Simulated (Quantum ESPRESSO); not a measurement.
# Magnetic state of MnGe from several starts

Wanted: the moments of MnGe and the energy of each order that was tried.

Calculated with Quantum ESPRESSO 7.5; LDA; plane waves with GBRV 1.5 LDA potentials, no spin-orbit coupling.

The experiments to compare with:

“Magnetic ground state and spin fluctuations in MnGe chiral magnet as studied by Muon Spin Rotation” (2016, arxiv:1602.01756) quotes from earlier work for MnGe, B20 cubic (same polycrystalline sample, earlier work, 10 K): moment (ordered moment per Mn in the helical state) 1.83 μB [Ordered moment of the long-period helix at 10 K, from earlier neutron data; the …].

This is a report of a sequence of runs, with most program output left out.

**1. The starting structure**

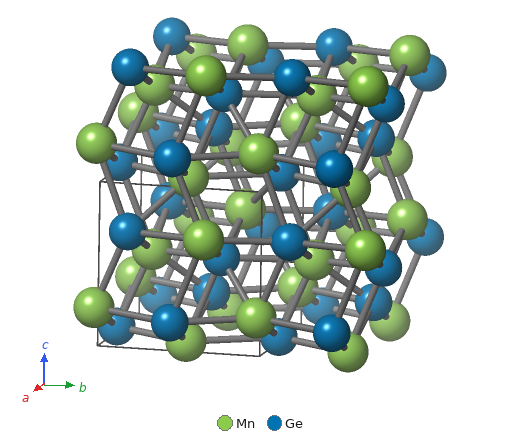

The cell as given, slightly off an axis (manganese green, germanium blue). 2×2×2 cells are drawn.

Coordinates:

```cif
data_structure
_symmetry_space_group_name_H-M 'P 1'
_symmetry_Int_Tables_number 1
_cell_length_a 4.7250
_cell_length_b 4.7250
_cell_length_c 4.7250
_cell_angle_alpha 90.000
_cell_angle_beta 90.000
_cell_angle_gamma 90.000
_cell_volume 105.49
loop_
_atom_site_label
_atom_site_type_symbol
_atom_site_fract_x
_atom_site_fract_y
_atom_site_fract_z
_atom_site_occupancy
Mn1 Mn 0.63711 0.13711 0.36289 1
Mn2 Mn 0.13711 0.36289 0.63711 1
Mn3 Mn 0.36289 0.63711 0.13711 1
Mn4 Mn 0.86289 0.86289 0.86289 1
Ge5 Ge 0.34236 0.84236 0.65764 1
Ge6 Ge 0.84236 0.65764 0.34236 1
Ge7 Ge 0.65764 0.34236 0.84236 1
Ge8 Ge 0.15764 0.15764 0.15764 1
```

The cell comes from Materials Project 2023-11-01, a database of computed structures, and need not be the stable phase.

**2. Start 1: ferro ++++**

The signs are those of the starting moments on the seeded atoms, the atoms that are given a moment.

Input file pw.in:

```
&CONTROL
  calculation = 'scf'
  prefix = 'pwscf'
  outdir = './tmp'
  pseudo_dir = './pseudo'
  disk_io = 'nowf'
/
&SYSTEM
  ibrav = 0
  nat = 8
  ntyp = 2
  ecutwfc = 40
  ecutrho = 280
  nbnd = 79
  occupations = 'smearing'
  smearing = 'fd'
  degauss = 0.00734986
  nspin = 2
  starting_magnetization(1) = 0.2333
  starting_magnetization(2) = 0
/
&ELECTRONS
  conv_thr = 1.6d-08
  electron_maxstep = 150
  mixing_beta = 0.3
/
ATOMIC_SPECIES
Mn     54.9380 mn_lda_v1.5.uspp.F.UPF
Ge     72.6300 ge_lda_v1.4.uspp.F.UPF
CELL_PARAMETERS angstrom
   4.7250030600    0.0000000000    0.0000000000
   0.0000000000    4.7250030600    0.0000000000
   0.0000000000    0.0000000000    4.7250030600
ATOMIC_POSITIONS crystal
Mn      0.6371118200    0.1371118200    0.3628881800
Mn      0.1371118200    0.3628881800    0.6371118200
Mn      0.3628881800    0.6371118200    0.1371118200
Mn      0.8628881800    0.8628881800    0.8628881800
Ge      0.3423633700    0.8423633700    0.6576366300
Ge      0.8423633700    0.6576366300    0.3423633700
Ge      0.6576366300    0.3423633700    0.8423633700
Ge      0.1576366300    0.1576366300    0.1576366300
K_POINTS automatic
6 6 6 0 0 0
```

On the command line:

```bash
$ OMP_NUM_THREADS=1 mpirun -n 4 pw.x -nk 4 -in pw.in > pw.out
```

Run time: 68 s. Hardware: 4 MPI ranks of Arm Neoverse V2, shared host; peak memory 0.67 GiB; 4.6 min of CPU time.

Spin moment in the atom's sphere by atom:

```tsv
atom	spin moment in the atom's sphere (μB)
Mn1	1.73
Mn2	1.73
Mn3	1.73
Mn4	1.73
Ge5	-0.07
Ge6	-0.07
Ge7	-0.07
Ge8	-0.07
```

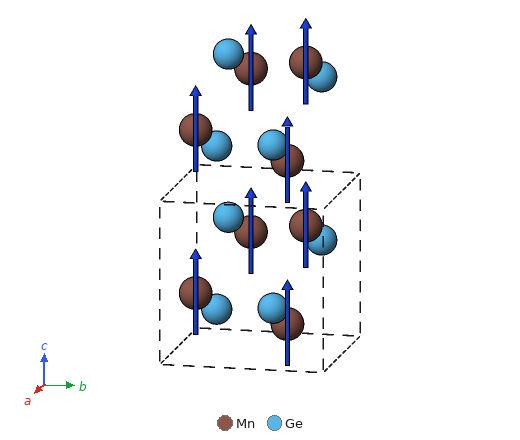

Spin moment in the atom's sphere as arrows, the longest 1.73 μB. Up and down stand for the sign. Arrows give size and sign along the axis of quantisation, drawn up and down the page. 1×1×2 cells are drawn.

Read from the output:

```yaml
smearing_term_ts: 0.2190 eV
magnetization: 6.734 μB
absolute_magnetization: 7.755 μB
final_state: ferromagnetic
```

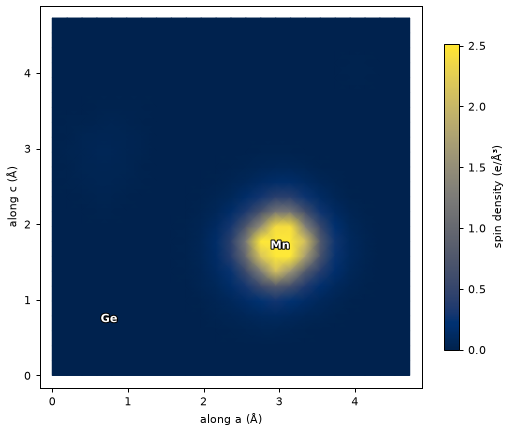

Spin density in the ac plane at fractional y = 0.137, with atoms of Mn and Ge within 0.2 Å of it.

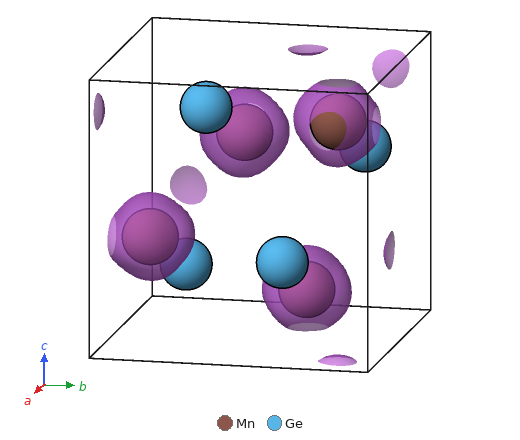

Surface of spin density = 0.26 e/Å³, which holds about 70 % of the integral of its size.

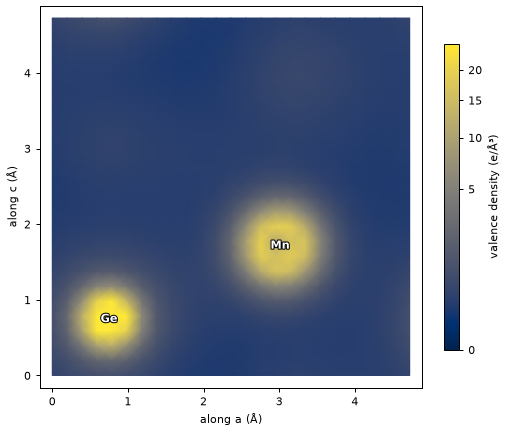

Valence density in the ac plane at fractional y = 0.137, with atoms of Mn and Ge within 0.2 Å of it. It is the smooth field of the valence electrons, not physical close to the nuclei. The colour scale is stretched toward low values.

**3. Run 2, typed as antiferro ++−−**

Input file pw.in:

```
&CONTROL
  calculation = 'scf'
  prefix = 'pwscf'
  outdir = './tmp'
  pseudo_dir = './pseudo'
  disk_io = 'nowf'
/
&SYSTEM
  ibrav = 0
  nat = 8
  ntyp = 3
  ecutwfc = 40
  ecutrho = 280
  nbnd = 72
  occupations = 'smearing'
  smearing = 'fd'
  degauss = 0.00734986
  nspin = 2
  starting_magnetization(1) = 0.2333
  starting_magnetization(2) = -0.2333
  starting_magnetization(3) = 0
/
&ELECTRONS
  conv_thr = 1.6d-08
  electron_maxstep = 150
  mixing_beta = 0.3
/
ATOMIC_SPECIES
Mn1    54.9380 mn_lda_v1.5.uspp.F.UPF
Mn2    54.9380 mn_lda_v1.5.uspp.F.UPF
Ge     72.6300 ge_lda_v1.4.uspp.F.UPF
CELL_PARAMETERS angstrom
   4.7250030600    0.0000000000    0.0000000000
   0.0000000000    4.7250030600    0.0000000000
   0.0000000000    0.0000000000    4.7250030600
ATOMIC_POSITIONS crystal
Mn1     0.6371118200    0.1371118200    0.3628881800
Mn1     0.1371118200    0.3628881800    0.6371118200
Mn2     0.3628881800    0.6371118200    0.1371118200
Mn2     0.8628881800    0.8628881800    0.8628881800
Ge      0.3423633700    0.8423633700    0.6576366300
Ge      0.8423633700    0.6576366300    0.3423633700
Ge      0.6576366300    0.3423633700    0.8423633700
Ge      0.1576366300    0.1576366300    0.1576366300
K_POINTS automatic
6 6 6 0 0 0
```

Run time: 3.7 min. Hardware: 4 MPI ranks; peak memory 1 GiB.

Spin moment in the atom's sphere by atom:

```tsv
atom	spin moment in the atom's sphere (μB)
Mn1	1.17
Mn2	1.17
Mn3	-1.17
Mn4	-1.17
Ge5	0.00
Ge6	0.00
Ge7	0.00
Ge8	0.00
```

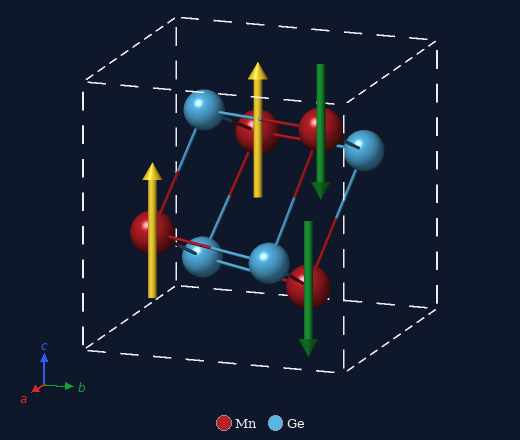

Spin moment in the atom's sphere as arrows, the longest 1.17 μB. Up and down stand for the sign. Arrows give size and sign along the axis of quantisation, drawn up and down the page. The two directions have two colours.

Read from the output:

| Property | Result |
| --- | --- |
| smearing term TS | 0.3059 eV |
| magnetization | 0 μB |
| absolute magnetization | 5.203 μB |
| final state | antiferromagnetic |

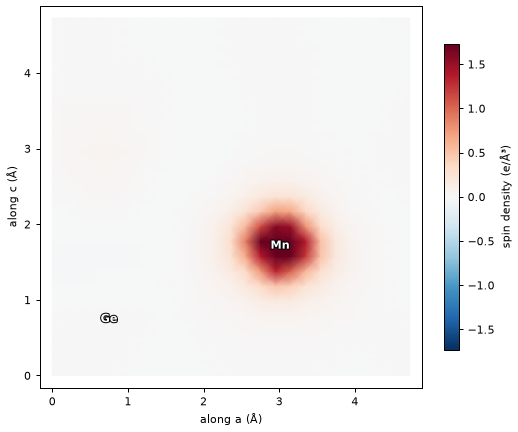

Spin density in the ac plane at fractional y = 0.137, with atoms of Mn and Ge within 0.2 Å of it.

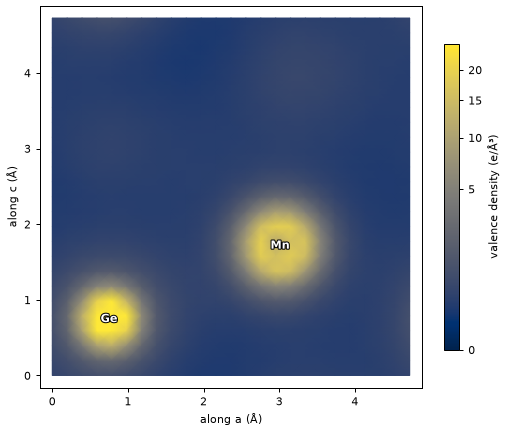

Valence density in the ac plane at fractional y = 0.137, with atoms of Mn and Ge within 0.2 Å of it. It is the smooth field of the valence electrons, not physical close to the nuclei. The colour scale is stretched toward low values.

**4. Start 3: ferri +++−**

pw.in: that of step 3 with these lines changed.

```diff
@@ -13,3 +13,3 @@
   ecutrho = 280
-  nbnd = 72
+  nbnd = 76
   occupations = 'smearing'
@@ -38,3 +38,3 @@
 Mn1     0.1371118200    0.3628881800    0.6371118200
-Mn2     0.3628881800    0.6371118200    0.1371118200
+Mn1     0.3628881800    0.6371118200    0.1371118200
 Mn2     0.8628881800    0.8628881800    0.8628881800
```

It took 12 min on 4 MPI ranks; peak memory 0.85 GiB; 47 min of CPU time.

Spin moment in the atom's sphere by atom:

```tsv
atom	spin moment in the atom's sphere (μB)
Mn1	1.73
Mn2	1.73
Mn3	1.73
Mn4	1.73
Ge5	-0.07
Ge6	-0.07
Ge7	-0.07
Ge8	-0.07
```

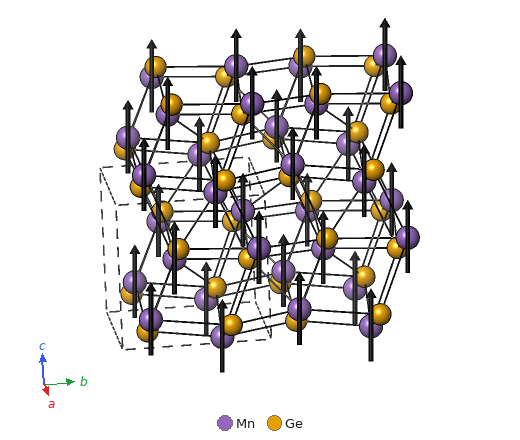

Spin moment in the atom's sphere as arrows, the longest 1.73 μB. Up and down stand for the sign. Arrows give size and sign along the axis of quantisation, drawn up and down the page. 2×2×2 cells are drawn.

This step gave:

| Quantity | Value |
| --- | --- |
| smearing term TS | 0.2189 eV |
| magnetization | 6.734 μB |
| absolute magnetization | 7.755 μB |
| final state | ferromagnetic |

The typed signs were not kept.

**5. Energies of the orders**

An order is kept where moments of 0.15 μB or more survive with the typed signs; meshes match where a doubled cell samples the same k points as the first cell.

Orders:

```tsv
start	final state	typed order kept	energy over the lowest (meV a seeded atom)	largest site moment (μB)	net moment (μB a cell of the first run)	mesh matched	CPU time (s)
ferro ++++	ferromagnetic	yes	0	1.733	6.734	yes	273.5
antiferro ++--	antiferromagnetic	yes	55.44	1.174	0.003227	yes	881.5
ferri +++-	ferromagnetic	no	0	1.733	6.734	yes	2837
```

**6. What came out**

* lowest state found: ferromagnetic (from ferro ++++ and ferri +++-)
* largest site moment: 1.73 μB
* next state with moments: antiferromagnetic, 55.4 meV a seeded atom higher

**Reading.** The smearing terms TS of the orders run from 55 to 76 meV a seeded atom, so the differences would change at a smaller width: an order with a larger TS is lowered more by the smearing. 1 start left the typed signs, so such an energy belongs to the state reached, not the one typed. Only these 3 starts were compared; other wavevectors, canted and longer-period orders were not. A computed site moment is spin alone and hangs on the region that is counted: the program's spheres do not touch and miss the tail of the moment. Measured moments hold any orbital part as well, and belong to the order of the sample, which need not be the order of this run. Energies are free energies at an electronic temperature of 1160 K, which lowers moments and differences where the moments are itinerant.

Calculation against experiment:

| quantity | measured | in the sphere |
| --- | --- | --- |
| moment (Mn) (μB) | 1.83 | 1.73 (-5.3 %) |

Measured values from arxiv:1602.01756 (2016).

**Verdict.** The moment is off by -5.3 %. No cell relaxation is part of this session.

[Logs and program files are shortened in this print: banners, set-up blocks, solver, clock and traceback lines can be left out without a mark of their own.]

[Logs are printed without paths, hosts, clocks, repeated set-up lines and the standing remarks that a program may print on its own settings, such as how far it seeks lower states.]

[Hosts, paths, dates, database ids (printed as entryN), source tags and the programs' standing remarks are cut or masked in the printed files.]

[Where a cell is said to come from a database of computed structures, the database is the Materials Project.]
